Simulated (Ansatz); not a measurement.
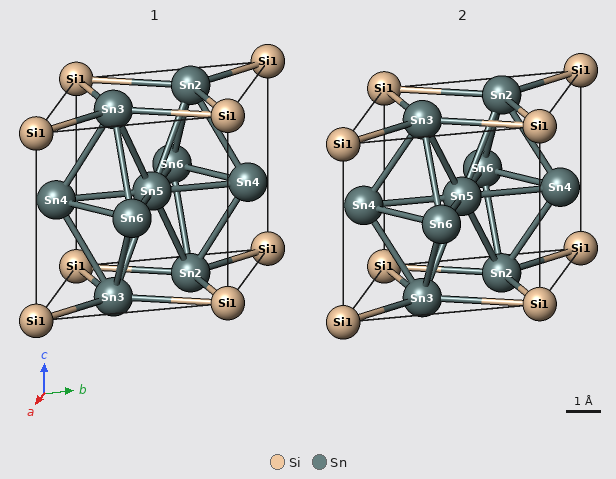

Two geometries of solid SiSn₅ (a generated structure, set up in P6/mmm), drawn at one scale. One is the start of a relaxation, the other its converged end. The picture is a ball-and-stick view of the cell of the calculation, seen slightly off an axis.

These are results of Ansatz 0.2.0, DFT PBE, scalar-relativistic, plane waves, PAW, not measurements. Settings: plane-wave cutoff 420 eV; k-point mesh 6 × 6 × 8; occupations gaussian; smearing width 0.1 eV; no spin polarisation; cell and atoms relaxed; force threshold 0.01 eV/Å; at most 80 steps.

> Which of the two is the end point?

Structure 1 is the relaxed one. No atom moves by more than 0.005 Å relative to the cell. The drawn cell changes as follows: a = b 6.117 → 5.962 Å (−2.5 %), c 5.460 → 5.753 Å (+5.4 %); the volume changes by +0.1 %. Some distances before and after: Sn2–Sn4 3.251 → 3.352 Å, Si1–Sn2 3.531 → 3.442 Å, Sn4–Sn5 3.058 → 2.981 Å. Bond angles that change, for instance: Sn4–Sn3–Sn4 114.2° → 118.2°. The space group stays P6/mmm (No. 191). Over 4 accepted moves (5 points after the start) the energy falls by 15.9 meV per atom. All forces vanish by symmetry, so only the cell relaxes. The pressure goes from 0.30 to 0.01 GPa. At 1 point the geometry stayed and the basis and grid were re-selected for the new cell (energy shift of 0.1 meV per atom at most each time).
